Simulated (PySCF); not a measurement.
CH8Si2

Input

```
{"job": {"kind": "uv", "xc": "B3LYP", "basis": "def2-SVPD", "dynamic": true, "nstates": 6, "ntriplets": 0}, "charge": 0, "multiplicity": 1}
Si     1.294176     0.804561    -0.092946
C      0.269721    -0.769805    -0.213407
Si    -1.587057    -0.532647    -0.016370
H      2.751369     0.508317    -0.254792
H      0.885369     1.770316    -1.159048
H      1.088256     1.457604     1.236684
H      0.617928    -1.478382     0.557870
H      0.463506    -1.242149    -1.191909
H     -2.100616     0.421830    -1.046837
H     -1.897853     0.023243     1.336646
H     -2.310412    -1.832497    -0.172414
```

Command:

```sh
OMP_NUM_THREADS=1 python probes_run.py task.json out
```

Geometry: PBE0-D3(BJ)/def2-SVP.

All numbers below come from PySCF 2.14.0, B3LYP/def2-SVPD, SCF density, gas phase.

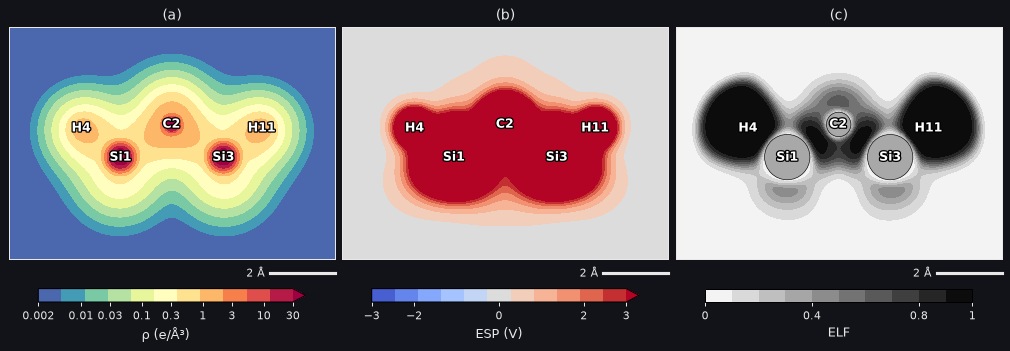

Figure 1. (a) total electron density; (b) electrostatic potential; (c) electron localisation function on the plane of atoms C2, Si1 and H4. Grey discs cover the atomic cores in the ELF map.

Q: Interpret the plot.

A: The section cuts through Si, C and H sites.
C–Si (1.88 Å): the density is about 0.93 e/Å³ at the midpoint; the ELF peaks at about 0.95 between the atoms (a shared electron pair).
Si–H (1.50 Å): ρ is about 0.75 e/Å³ halfway; the ELF climbs to about 1 towards the hydrogen, as it does in any bond to H.
The potential has no marked negative region in this plane.

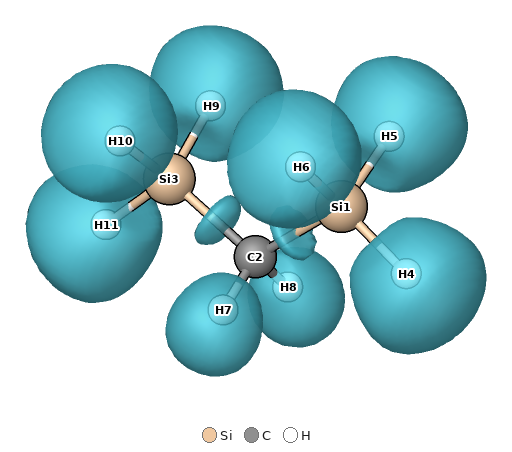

Figure 2. Isosurface of the ELF at 0.9 (cyan), seen at a tilt. Core shells and regions of very low density are left out.

Q: Where are the electrons localised?

A: The surface consists of two regions between bonded C–Si atoms (shared pairs) and eight regions around hydrogen nuclei. Profiles from the grid: C–H (1.10 Å): the ELF climbs to about 1 towards the hydrogen: a covalent bond by its length.
